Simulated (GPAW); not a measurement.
# AlSiH4F (SMILES [F][AlH][SiH3]) at 3 levels

We compute a comparison of 3 runs (PBE/real-space grid, RPBE-D3(BJ)/real-space grid, PBE/dzp) of AlSiH4F. 

The results are computed with GPAW 26.7.0.

3 further runs of the same task are left out: 3 set aside as unsound or not needed. Runs told in other sessions of the task aren't counted.

**1. The structure to begin with**

The species is AlSiH4F (7 atoms), meant as a singlet with charge 0. As SMILES, `[F][AlH][SiH3]`. Geometry: a GFN2-xTB relaxation, a rough one for these elements and not checked as a minimum.

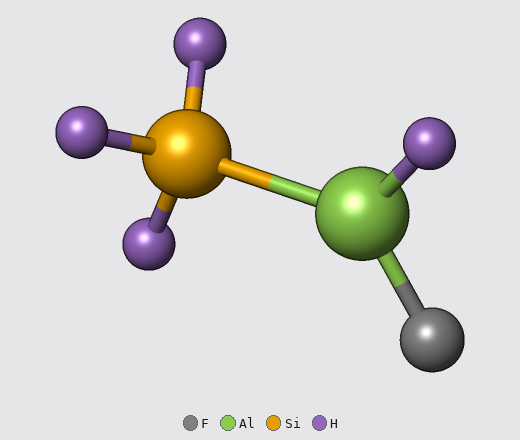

The structure, seen from a chosen angle (fluorine grey, aluminium green, silicon amber, hydrogen purple).

**2. The charge distribution at PBE/real-space grid (scalar-relativistic datasets) (run 1)**

File run.py:

```python
import numpy as np
from ase import Atoms
from ase.units import Bohr, Debye
from gpaw import GPAW

positions_bohr = np.array(
              [[ -2.460971,  -4.324468,   0.708704],
               [ -0.261387,  -2.195786,   1.338720],
               [  0.261954,   1.707122,  -0.960491],
               [  1.349529,  -3.168844,   3.587116],
               [ -1.634821,   1.970417,  -3.002246],
               [  0.012453,   4.034716,   0.559699],
               [  2.733243,   1.976842,  -2.231521]])
mol = Atoms(['F', 'Al', 'Si', 'H', 'H', 'H', 'H'], positions=positions_bohr * Bohr)
mol.center(vacuum=4.5)

dft = GPAW(mode='fd', xc='PBE', h=0.18, maxiter=150, txt='-')
mol.calc = dft

energy = mol.get_potential_energy()
print(f'Energy = {energy:.5f} eV')
forces = mol.get_forces()
print('Forces (eV/Ang)')
for symbol, f in zip(mol.symbols, forces):
    print(f'{symbol:2} {f[0]:9.4f} {f[1]:9.4f} {f[2]:9.4f}')
dipole = mol.get_dipole_moment() / Debye
print(f'Dipole                  {np.linalg.norm(dipole):.3f} D')
homo, lumo = dft.get_homo_lumo()
print(f'HOMO: {homo:.3f} eV')
print(f'LUMO = {lumo:.3f} eV')
print(f'Gap                     {lumo - homo:.3f} eV')
```

Launch:

```console
$ python3 -u run.py | tee run.out
```

Output:

```text
[...]
Number of symmetries: 1
[...]
  Number of IBZ points: 1
[...]
Spin-components: 1 (collinear spins)
Bands:           15
[...]
  Valence electrons: 18.0
[...]
  Grid points: [64 76 68]
  Charge: 0.0  # |e|
[...]
    cutoffs:
[...]
occupation numbers:
  # Zero width
[...]
xc functional:
  name: PBE with 2 nearest neighbor stencil
[...]
|iter     |     time |      energy | eigst |  dens |
[...]
|iter:   1| 00:00:03 |  -29.895399 | +1.04 |       |
[...]
|iter:  13| 00:00:23 |  -27.417283c| -7.40c| -5.64c|
Converged in 13 steps
[...]
Energy contributions relative to reference atoms: (reference = -17253.808949)
Energy contributions:
  Kinetic:          38.034079
  Coulomb:         -38.826035
  Zero:              0.174364
  External:          0.000000
  Xc:              -26.799691
  Entropy:           0.000000
  Spinorbit:         0.000000
  ----------------------------
  Free energy:     -27.417283
  Extrapolated:    -27.417283
dipole moment: (0.180580, 0.233778, 0.016372)  # |e|*Ang
Fermi level: -4.819
Eigenvalues  # (at kpt = [0.000, 0.000, 0.000])
| band index |      eig [eV] | occ [0-2] |
|------------|---------------|-----------|
|          0 |       -28.499 |     2.000 |
|          1 |       -13.524 |     2.000 |
|          2 |       -11.146 |     2.000 |
|          3 |        -9.657 |     2.000 |
|          4 |        -9.653 |     2.000 |
|          5 |        -8.853 |     2.000 |
|          6 |        -8.638 |     2.000 |
|          7 |        -8.553 |     2.000 |
|          8 |        -6.947 |     2.000 |
|          9 |        -2.691 |     0.000 |
|         10 |        -1.559 |     0.000 |
|         11 |        -0.842 |     0.000 |
[...]
Gap: 4.256 eV
Transition (v -> c):
[...]
Forces (eV/Ang)
F    -0.7111   -0.3616   -0.2432
Al    0.3678    0.1230    0.2742
Si   -0.2115    0.2316   -0.3885
H     0.4330   -0.0339    0.4435
H    -0.2750   -0.0456   -0.2368
H    -0.0650    0.2289    0.4339
H     0.4458   -0.1548   -0.1103
Dipole                  1.421 D
HOMO: -6.947 eV
LUMO = -2.691 eV
Gap                     4.256 eV
```

Wall time 24 s (1 thread of Intel Xeon 6975P-C (Granite Rapids), shared host); peak memory 0.81 GiB.

**3. Energy and one-electron properties at RPBE-D3(BJ)/real-space grid (scalar-relativistic datasets) (run 2)**

File AlFH4Si_sp.py:

```python
import numpy as np
from ase import Atoms
from ase.calculators.mixing import SumCalculator
from ase.units import Bohr
from dftd3.ase import DFTD3
from gpaw import GPAW
from gpaw.analyse.hirshfeld import HirshfeldPartitioning

positions_bohr = np.array(
              [[ -2.460971,  -4.324468,   0.708704],
               [ -0.261387,  -2.195786,   1.338720],
               [  0.261954,   1.707122,  -0.960491],
               [  1.349529,  -3.168844,   3.587116],
               [ -1.634821,   1.970417,  -3.002246],
               [  0.012453,   4.034716,   0.559699],
               [  2.733243,   1.976842,  -2.231521]])
mol = Atoms('FAlSiHHHH', positions=positions_bohr * Bohr)
mol.set_cell([14.0, 14.0, 14.0])
mol.center()

calc = GPAW(mode='fd',
            h=0.18,
            xc='RPBE',
            occupations={'name': 'fermi-dirac', 'width': 0.02},
            maxiter=150,
            legacy_gpaw=True,
            txt='-')
mol.calc = SumCalculator([DFTD3(method='RPBE', damping='d3bj'), calc])

energy = mol.get_potential_energy()
print(f'Energy = {energy:.5f} eV')
forces = mol.get_forces()
print('Forces (eV/Ang)')
for symbol, f in zip(mol.symbols, forces):
    print(f'{symbol:2} {f[0]:9.4f} {f[1]:9.4f} {f[2]:9.4f}')
homo, lumo = calc.get_homo_lumo()
print(f'HOMO: {homo:.3f} eV')
print(f'LUMO: {lumo:.3f} eV')
print(f'Gap = {lumo - homo:.3f} eV')
hirshfeld = HirshfeldPartitioning(calc)
charges = hirshfeld.get_charges()
volumes = hirshfeld.get_effective_volume_ratios()
for symbol, q, v in zip(mol.symbols, charges, volumes):
    print(f'{symbol:2} charge {q:7.3f}  volume ratio {v:6.3f}')
```

Launch:

```console
$ python AlFH4Si_sp.py > AlFH4Si_sp.log
```

Output:

```text
[...]
    cutoffs:
[...]
  Total Charge: 0.000000
[...]
Number of atoms: 7
[...]
Number of bands in calculation: 15
Number of valence electrons: 18
[...]
iter:   1 hh:mm:ss   -29.118371
[...]
iter:  18 hh:mm:ss   -26.765812c  -7.62c -5.68c
Converged after 18 iterations.
Dipole moment: (0.174491, 0.226655, 0.016159) |e|*Ang
Energy contributions relative to reference atoms: (reference = -17263.435385)
Kinetic:        +38.383325
Potential:      -39.031828
External:        +0.000000
XC:             -26.320408
Entropy (-ST):   -0.000000
Local:           +0.203099
SIC:             +0.000000
--------------------------
Free energy:    -26.765812
Extrapolated:   -26.765812
 Band  Eigenvalues  Occupancy
    0    -28.53505    2.00000
    1    -13.48853    2.00000
    2    -11.05926    2.00000
    3     -9.57482    2.00000
    4     -9.57200    2.00000
    5     -8.81059    2.00000
    6     -8.63550    2.00000
    7     -8.54859    2.00000
    8     -6.93507    2.00000
    9     -2.63184    0.00000
   10     -1.52555    0.00000
   11     -0.86790    0.00000
   12     -0.09878    0.00000
   13     -0.04048    0.00000
[...]
Fermi level: -5.99270
Gap: 4.303 eV
Transition (v -> c):
[...]
Forces (eV/Ang)
F    -0.8884   -0.5544   -0.3945
Al    0.5281    0.3837    0.2419
Si   -0.2225    0.1353   -0.3242
H     0.4666   -0.0253    0.4758
H    -0.3064   -0.0434   -0.2485
H    -0.0738    0.2515    0.4550
H     0.4720   -0.1618   -0.1196
HOMO: -6.935 eV
LUMO: -2.632 eV
Gap = 4.303 eV
F  charge  -0.247  volume ratio  0.982
Al charge   0.485  volume ratio  0.725
Si charge   0.138  volume ratio  0.788
H  charge  -0.158  volume ratio  0.783
H  charge  -0.072  volume ratio  0.739
H  charge  -0.069  volume ratio  0.734
H  charge  -0.069  volume ratio  0.735
```

It took 40 s on 1 thread of Intel Xeon 6975P-C (Granite Rapids), shared host; peak memory 1.1 GiB.

Atomic charges (e):

| atom | Hirshfeld |
| --- | --- |
| F1 | -0.247 |
| Al2 | +0.485 |
| Si3 | +0.138 |
| H4 | -0.158 |
| H5 | -0.072 |
| H6 | -0.069 |
| H7 | -0.069 |

**4. Energy and one-electron properties at PBE/dzp (scalar-relativistic datasets) (run 3)**

File run.xyz:

```xyz
7

F     -1.302290    -2.288410     0.375030
Al    -0.138320    -1.161960     0.708420
Si     0.138620     0.903370    -0.508270
H      0.714140    -1.676880     1.898220
H     -0.865110     1.042700    -1.588720
H      0.006590     2.135080     0.296180
H      1.446370     1.046100    -1.180870
```

File run.py:

```python
import numpy as np
from ase.io import read
from ase.units import Debye
from gpaw import GPAW

mol = read('run.xyz')
mol.center(vacuum=4.5)

calc = GPAW(mode='lcao', maxiter=150, basis='dzp', xc='PBE', h=0.18, txt='-')
mol.calc = calc

energy = mol.get_potential_energy()
print(f'Energy                  {energy:.5f} eV')
forces = mol.get_forces()
print('Forces (eV/Ang)')
for symbol, f in zip(mol.symbols, forces):
    print(f'{symbol:2} {f[0]:9.4f} {f[1]:9.4f} {f[2]:9.4f}')
dipole = mol.get_dipole_moment() / Debye
print(f'Dipole = {np.linalg.norm(dipole):.3f} D')
homo, lumo = calc.get_homo_lumo()
print(f'HOMO: {homo:.3f} eV')
print(f'LUMO: {lumo:.3f} eV')
print(f'Gap                     {lumo - homo:.3f} eV')
```

Launch:

```console
$ python3 run.py
```

Output:

```text
[...]
Number of symmetries: 1
[...]
  Number of IBZ points: 1
[...]
basis functions: 59
Spin-components: 1 (collinear spins)
Bands:           15
[...]
  Valence electrons: 18.0
[...]
  Grid points: [64 76 68]
  Charge: 0.0  # |e|
[...]
    cutoffs:
[...]
occupation numbers:
  # Zero width
[...]
xc functional:
  name: PBE with 2 nearest neighbor stencil
[...]
|iter     |     time |      energy | eigst |  dens |
[...]
|iter:   1| 00:00:06 |  -27.901594 |      c|       |
[...]
|iter:   9| 00:00:12 |  -26.016651c|      c| -4.32c|
Converged in 9 steps
[...]
Energy contributions relative to reference atoms: (reference = -17253.808949)
Energy contributions:
  Kinetic:          34.451144
  Coulomb:         -34.127655
  Zero:              0.208530
  External:          0.000000
  Xc:              -26.548671
  Entropy:           0.000000
  Spinorbit:         0.000000
  ----------------------------
  Free energy:     -26.016651
  Extrapolated:    -26.016651
dipole moment: (0.179439, 0.230762, 0.016978)  # |e|*Ang
Fermi level: -4.678
Eigenvalues  # (at kpt = [0.000, 0.000, 0.000])
| band index |      eig [eV] | occ [0-2] |
|------------|---------------|-----------|
|          0 |       -28.300 |     2.000 |
|          1 |       -13.486 |     2.000 |
|          2 |       -10.947 |     2.000 |
|          3 |        -9.383 |     2.000 |
|          4 |        -9.346 |     2.000 |
|          5 |        -8.685 |     2.000 |
|          6 |        -8.545 |     2.000 |
|          7 |        -8.452 |     2.000 |
|          8 |        -6.834 |     2.000 |
|          9 |        -2.522 |     0.000 |
|         10 |        -1.143 |     0.000 |
|         11 |        -0.182 |     0.000 |
[...]
Gap: 4.312 eV
Transition (v -> c):
[...]
Forces (eV/Ang)
F    -0.9659   -0.6006   -0.4578
Al    0.6098    0.3038    0.3788
Si   -0.2205    0.0975   -0.2957
H     0.4455   -0.0005    0.4334
H    -0.3877   -0.0295   -0.3589
H    -0.0851    0.3656    0.5259
H     0.5980   -0.1422   -0.1899
Dipole = 1.406 D
HOMO: -6.834 eV
LUMO: -2.522 eV
Gap                     4.312 eV
```

Wall time 13 s (1 thread of Intel Xeon 6975P-C (Granite Rapids), shared host); peak memory 0.8 GiB.

**5. Overview of the runs**

```csv
run,level,box rule,engine,energy (Eh),dipole moment (D),HOMO energy (eV),LUMO energy (eV),wall time
1,PBE/real-space grid (scalar-relativistic datasets),center,new,-635.073350,1.42,-6.95,-2.69,24 s
2,RPBE-D3(BJ)/real-space grid (scalar-relativistic datasets),cube,legacy,-635.432392,1.38,-6.94,-2.63,40 s
3,PBE/dzp (scalar-relativistic datasets),center,new,-635.021878,1.41,-6.83,-2.52,13 s
```

**6. Outcome**

```
                                                     quantity        value
run 3: energy as printed (from the program's reference atoms)  -26.0167 eV
                                         run 3: dipole moment       1.41 D
                                           run 3: HOMO energy     -6.83 eV
                                           run 3: LUMO energy     -2.52 eV
                                         run 3: HOMO–LUMO gap      4.31 eV
                              run 3: largest force on an atom   1.226 eV/Å
```

The dipole moment (its size) runs from 1.38 D (RPBE-D3(BJ)/real-space grid) to 1.42 D (PBE/real-space grid). The HOMO–LUMO gap runs from 4.26 eV (PBE/real-space grid) to 4.31 eV (PBE/dzp). Totals of different functionals can't be ranked against each other. All runs together took 77 s, the longest 40 s.
